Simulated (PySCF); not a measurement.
## Geometry relaxation of C$_{3}$H$_{9}$NSi (part 1 of 2)

- system: C$_{3}$H$_{9}$NSi, SMILES [SiH3]NC1CC1
- method: PBE0-D3(BJ)/def2-SVP geometry optimisation, gas phase (PySCF 2.14.0)

It belongs to a series of runs on one base structure; here: H on C replaced by NHSiH3.

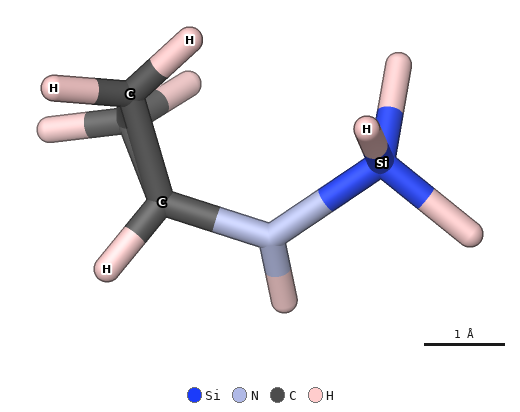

**Figure 1.** The input geometry (stick view, seen at a tilt). Bond lengths as drawn: C–C 1.47 to 1.49 Å, C–H 1.06 to 1.12 Å, C–N 1.44 Å, H–N 1.01 Å, H–Si 1.43 to 1.50 Å and N–Si 1.72 Å.

Summary

```json
{"quantity": "outcome", "value": "converged"}
{"quantity": "total energy", "value": "−463.416140 hartree"}
{"quantity": "dipole moment", "value": "1.09 D"}
{"quantity": "point group", "value": "C1"}
{"quantity": "hardware", "value": "1 CPU thread, shared host"}
{"quantity": "wall time", "value": "52 s"}
{"quantity": "peak memory", "value": "0.52 GiB"}
```

Input file
```
{"job": {"xc": "PBE0", "basis": "def2-SVP", "d3": "d3bj", "grid": 1, "shake": 0.01, "kind": "geom"}, "charge": 0, "multiplicity": 1}
Si     1.898250     0.450960    -0.073560
N      0.828110    -0.176990     1.121840
C     -0.608850    -0.163620     1.103920
C     -1.341390    -0.918390     0.072130
C     -1.355640     0.573400     0.055440
H      3.208110     0.135120     0.403220
H      1.702500    -0.077550    -1.431070
H      1.673290     1.928740    -0.134290
H      1.182580    -0.943710     1.684550
H     -1.008380    -0.154200     2.127210
H     -2.287480    -1.430950     0.385100
H     -0.811430    -1.430190    -0.687910
H     -0.826860     1.078370    -0.728540
H     -2.259970     1.113950     0.374230
```

The first line tells a small driver script what to run in PySCF; the rest is the geometry in Å.

Run as:
```bash
OMP_NUM_THREADS=1 python <driver script> task.json out
```

Output
```
step   0  E = -463.40700384  max force = 0.049018
step   1  E = -463.41331970  max force = 0.006777
step   2  E = -463.41375325  max force = 0.002149
step   3  E = -463.41387030  max force = 0.006075
step   4  E = -463.41410833  max force = 0.003694
step   5  E = -463.41445516  max force = 0.003003
step   6  E = -463.41481076  max force = 0.002937
step   7  E = -463.41512536  max force = 0.003420
step   8  E = -463.41528343  max force = 0.003422
step   9  E = -463.41541560  max force = 0.001549
step  10  E = -463.41547442  max force = 0.001362
step  11  E = -463.41567976  max force = 0.002130
step  12  E = -463.41579231  max force = 0.002151
step  13  E = -463.41603416  max force = 0.002132
step  14  E = -463.41607696  max force = 0.001394
step  15  E = -463.41612764  max force = 0.000555
step  16  E = -463.41614015  max force = 0.000375
optimisation converged
```

Trajectory as extended XYZ (Å, eV, eV/Å), 17 frames, from step=0 to step=16
```
14
Properties=species:S:1:pos:R:3:forces:R:3 step=0 energy=-12609.94687
Si    1.8982    0.4510   -0.0736   -1.2175   0.8225   0.2177
N     0.8281   -0.1770    1.1218   -0.2418  -0.1889   0.2671
C    -0.6089   -0.1636    1.1039    1.3149   0.0514   0.7035
C    -1.3414   -0.9184    0.0721   -2.5206  -0.4882   0.8559
C    -1.3556    0.5734    0.0554   -0.7643   0.3255   0.5170
H     3.2081    0.1351    0.4032    1.2500  -0.2764   0.3214
H     1.7025   -0.0775   -1.4311    0.0140  -0.2244  -0.5939
H     1.6733    1.9287   -0.1343    0.1694   0.0430  -0.1657
H     1.1826   -0.9437    1.6845    0.0391  -0.0090  -0.0570
H    -1.0084   -0.1542    2.1272   -0.2537   0.0515  -0.1670
H    -2.2875   -1.4309    0.3851    0.6923   0.3194  -0.3078
H    -0.8114   -1.4302   -0.6879    0.8313  -0.5964  -0.8944
H    -0.8269    1.0784   -0.7285    0.5259   0.3621  -0.5618
H    -2.2600    1.1139    0.3742    0.1610  -0.1921  -0.1350
14
Properties=species:S:1:pos:R:3:forces:R:3 step=1 energy=-12610.11873
Si    1.8552    0.6302   -0.0846    0.2327  -0.1635  -0.1448
N     0.8134   -0.1739    1.0407   -0.0637   0.0687  -0.0702
C    -0.6113   -0.1853    1.0489   -0.2027  -0.0148   0.0740
C    -1.4228   -0.9821    0.0556    0.3485  -0.0932  -0.2339
C    -1.3954    0.5167   -0.0145    0.0974   0.0631  -0.0852
H     3.2498    0.3188    0.3791   -0.1378   0.0460  -0.0445
H     1.7332    0.1354   -1.5046    0.0081   0.0715   0.0532
H     1.6529    2.1082   -0.1359   -0.0713   0.0129   0.0878
H     1.2156   -0.9820    1.4998    0.0497  -0.0617   0.0673
H    -1.0511   -0.1266    2.0530    0.0248   0.0279   0.0250
H    -2.3293   -1.4845    0.3950   -0.0955  -0.0186   0.0354
H    -0.8567   -1.5249   -0.7171   -0.1309   0.1017   0.1791
H    -0.8464    0.9853   -0.8404   -0.0289  -0.0819   0.0037
H    -2.2842    1.0772    0.2798   -0.0303   0.0418   0.0531
14
Properties=species:S:1:pos:R:3:forces:R:3 step=2 energy=-12610.13053
Si    1.8358    0.6270   -0.0840    0.0956   0.0227   0.0048
N     0.8183   -0.1965    1.0512    0.0304  -0.0390  -0.1105
C    -0.6069   -0.1864    1.0518   -0.0945  -0.0296   0.0956
C    -1.4191   -0.9850    0.0631    0.0579  -0.0368  -0.0112
C    -1.3607    0.5121   -0.0353   -0.0196   0.0349  -0.0273
H     3.2373    0.3272    0.3403   -0.0160  -0.0018  -0.0111
H     1.6874    0.1891   -1.5157   -0.0012   0.0096   0.0117
H     1.5987    2.1018   -0.0650   -0.0133   0.0070   0.0208
H     1.2211   -1.0085    1.5080   -0.0330   0.0106   0.0062
H    -1.0524   -0.0997    2.0518    0.0072   0.0274   0.0013
H    -2.3435   -1.4614    0.4021    0.0007   0.0243  -0.0035
H    -0.8592   -1.5523   -0.6870   -0.0144   0.0053   0.0238
H    -0.7953    0.9436   -0.8684   -0.0078  -0.0279  -0.0052
H    -2.2385    1.1016    0.2418    0.0081  -0.0068   0.0046
14
Properties=species:S:1:pos:R:3:forces:R:3 step=3 energy=-12610.13371
Si    1.8748    0.6395   -0.0815   -0.2253   0.1814   0.1183
N     0.8143   -0.1989    1.0057    0.0596  -0.3124  -0.0075
C    -0.6125   -0.1812    1.0393    0.0939   0.1512  -0.0608
C    -1.4459   -0.9997    0.0881   -0.1293   0.0311   0.1369
C    -1.3776    0.4938   -0.0559   -0.0789   0.0044   0.0163
H     3.2585    0.3005    0.3507    0.0619  -0.0460   0.0274
H     1.7434    0.2858   -1.5343   -0.0101  -0.0329  -0.0266
H     1.6473    2.1137    0.0231    0.0372   0.0130  -0.0485
H     1.2050   -1.0191    1.4606    0.0085   0.0432  -0.0160
H    -1.0351   -0.0620    2.0462    0.0000   0.0309  -0.0137
H    -2.3717   -1.4539    0.4572    0.0541   0.0269  -0.0137
H    -0.9076   -1.5938   -0.6499    0.0696  -0.0724  -0.0929
H    -0.8271    0.8851   -0.9166    0.0486   0.0247   0.0081
H    -2.2429    1.1026    0.2220    0.0102  -0.0431  -0.0274
14
Properties=species:S:1:pos:R:3:forces:R:3 step=4 energy=-12610.14019
Si    1.8596    0.6483   -0.0737   -0.1184   0.1151   0.1225
N     0.8184   -0.2178    1.0094    0.0169  -0.1900  -0.0838
C    -0.6080   -0.1804    1.0386    0.0768   0.0936   0.0080
C    -1.4465   -1.0012    0.0949   -0.0720   0.0261   0.0779
C    -1.3602    0.4893   -0.0694   -0.0381  -0.0258   0.0005
H     3.2498    0.2978    0.3331    0.0498  -0.0224   0.0123
H     1.7076    0.3179   -1.5305   -0.0075  -0.0195  -0.0188
H     1.6354    2.1214    0.0578    0.0281  -0.0034  -0.0352
H     1.2081   -1.0417    1.4569   -0.0031   0.0332  -0.0135
H    -1.0326   -0.0422    2.0421   -0.0151   0.0284  -0.0063
H    -2.3790   -1.4373    0.4651    0.0171   0.0046  -0.0002
H    -0.9107   -1.6137   -0.6321    0.0406  -0.0404  -0.0553
H    -0.7982    0.8620   -0.9312    0.0273   0.0220   0.0043
H    -2.2206    1.1099    0.1939   -0.0024  -0.0216  -0.0124
14
Properties=species:S:1:pos:R:3:forces:R:3 step=5 energy=-12610.14963
Si    1.8540    0.6762   -0.0492    0.0265   0.0060   0.0936
N     0.8232   -0.2617    0.9794   -0.0435  -0.0328  -0.1544
C    -0.5998   -0.1732    1.0247    0.0582   0.0308   0.0913
C    -1.4676   -1.0110    0.1260   -0.0233   0.0069   0.0050
C    -1.3404    0.4669   -0.1098    0.0096  -0.0637  -0.0274
H     3.2475    0.2789    0.3110    0.0209   0.0146  -0.0025
H     1.6771    0.4418   -1.5225   -0.0015  -0.0028  -0.0038
H     1.6517    2.1410    0.1774    0.0120  -0.0095  -0.0130
H     1.2042   -1.0982    1.4075   -0.0042   0.0149  -0.0005
H    -1.0115    0.0250    2.0239   -0.0301   0.0205  -0.0037
H    -2.4104   -1.3975    0.5218   -0.0072  -0.0174   0.0072
H    -0.9535   -1.6763   -0.5730   -0.0005   0.0080  -0.0033
H    -0.7673    0.7811   -0.9879   -0.0066   0.0198   0.0051
H    -2.1841    1.1195    0.1254   -0.0101   0.0045   0.0066
14
Properties=species:S:1:pos:R:3:forces:R:3 step=6 energy=-12610.15930
Si    1.8700    0.7098   -0.0145    0.1385  -0.0530   0.0246
N     0.8259   -0.3130    0.9098   -0.1019   0.0631  -0.1510
C    -0.5888   -0.1591    0.9948    0.0362  -0.0217   0.1247
C    -1.5054   -1.0224    0.1747    0.0000  -0.0071  -0.0314
C    -1.3378    0.4310   -0.1630    0.0413  -0.0873  -0.0522
H     3.2586    0.2538    0.3009   -0.0025   0.0409  -0.0067
H     1.6878    0.6181   -1.5030   -0.0056   0.0051   0.0104
H     1.6967    2.1520    0.3449    0.0003  -0.0121   0.0082
H     1.1919   -1.1667    1.3135   -0.0003   0.0055   0.0198
H    -0.9675    0.1195    1.9886   -0.0289   0.0118  -0.0034
H    -2.4498   -1.3459    0.6184   -0.0199  -0.0319   0.0121
H    -1.0305   -1.7526   -0.4882   -0.0238   0.0426   0.0241
H    -0.7705    0.6671   -1.0688   -0.0246   0.0213   0.0060
H    -2.1576    1.1210    0.0466   -0.0088   0.0228   0.0149
14
Properties=species:S:1:pos:R:3:forces:R:3 step=7 energy=-12610.16786
Si    1.9027    0.7384    0.0260    0.1759  -0.0417  -0.0332
N     0.8245   -0.3587    0.8131   -0.1128   0.0664  -0.1130
C    -0.5760   -0.1384    0.9513    0.0034  -0.0558   0.0856
C    -1.5479   -1.0295    0.2329   -0.0019  -0.0004  -0.0235
C    -1.3530    0.3874   -0.2216    0.0331  -0.0771  -0.0367
H     3.2814    0.2246    0.2968   -0.0149   0.0388  -0.0002
H     1.7283    0.8149   -1.4635   -0.0172   0.0043   0.0167
H     1.7590    2.1378    0.5378    0.0005  -0.0131   0.0242
H     1.1693   -1.2326    1.1901    0.0084   0.0119   0.0434
H    -0.9080    0.2265    1.9347   -0.0122   0.0061  -0.0020
H    -2.4823   -1.2879    0.7366   -0.0152  -0.0295   0.0090
H    -1.1206   -1.8230   -0.3881   -0.0211   0.0417   0.0215
H    -0.8078    0.5398   -1.1578   -0.0227   0.0196   0.0017
H    -2.1468    1.1132   -0.0335   -0.0033   0.0288   0.0067
14
Properties=species:S:1:pos:R:3:forces:R:3 step=8 energy=-12610.17216
Si    1.9592    0.7622    0.0942    0.1759  -0.0081  -0.0649
N     0.8179   -0.4171    0.6382   -0.0241   0.1145  -0.0559
C    -0.5502   -0.0979    0.8635   -0.1049  -0.1326  -0.0250
C    -1.6031   -1.0216    0.3263   -0.0092   0.0354   0.0072
C    -1.3948    0.3197   -0.3108   -0.0026  -0.0146   0.0376
H     3.3187    0.1698    0.2853   -0.0107   0.0094   0.0004
H     1.8014    1.1169   -1.3540   -0.0316  -0.0028   0.0094
H     1.8536    2.0486    0.8560   -0.0025  -0.0229   0.0286
H     1.1231   -1.3212    0.9752    0.0180   0.0257   0.0857
H    -0.7943    0.3956    1.8171    0.0194  -0.0095   0.0013
H    -2.5032   -1.1789    0.9255   -0.0118  -0.0255  -0.0031
H    -1.2515   -1.9004   -0.2207   -0.0077   0.0042  -0.0005
H    -0.9044    0.3428   -1.2874   -0.0066   0.0080  -0.0064
H    -2.1494    1.0939   -0.1538   -0.0018   0.0186  -0.0144
14
Properties=species:S:1:pos:R:3:forces:R:3 step=9 energy=-12610.17576
Si    1.9587    0.7528    0.0585   -0.0080   0.0281  -0.0094
N     0.8145   -0.3697    0.7111    0.0069  -0.0796  -0.0551
C    -0.5725   -0.1121    0.9033   -0.0078   0.0064  -0.0174
C    -1.5849   -1.0333    0.2859    0.0259   0.0109  -0.0136
C    -1.3967    0.3478   -0.2677   -0.0029  -0.0005   0.0269
H     3.3148    0.1674    0.2872   -0.0213  -0.0095   0.0020
H     1.7890    0.9906   -1.4127   -0.0052   0.0063   0.0062
H     1.8672    2.0946    0.7183    0.0165  -0.0008   0.0082
H     1.1392   -1.2602    1.0689    0.0095   0.0376   0.0512
H    -0.8570    0.3198    1.8747   -0.0032  -0.0007   0.0051
H    -2.4960   -1.2527    0.8485   -0.0027  -0.0041  -0.0013
H    -1.1938   -1.8680   -0.3020   -0.0030   0.0068   0.0049
H    -0.8847    0.4414   -1.2293   -0.0125  -0.0078  -0.0048
H    -2.1748    1.0942   -0.0900    0.0077   0.0069  -0.0029
```
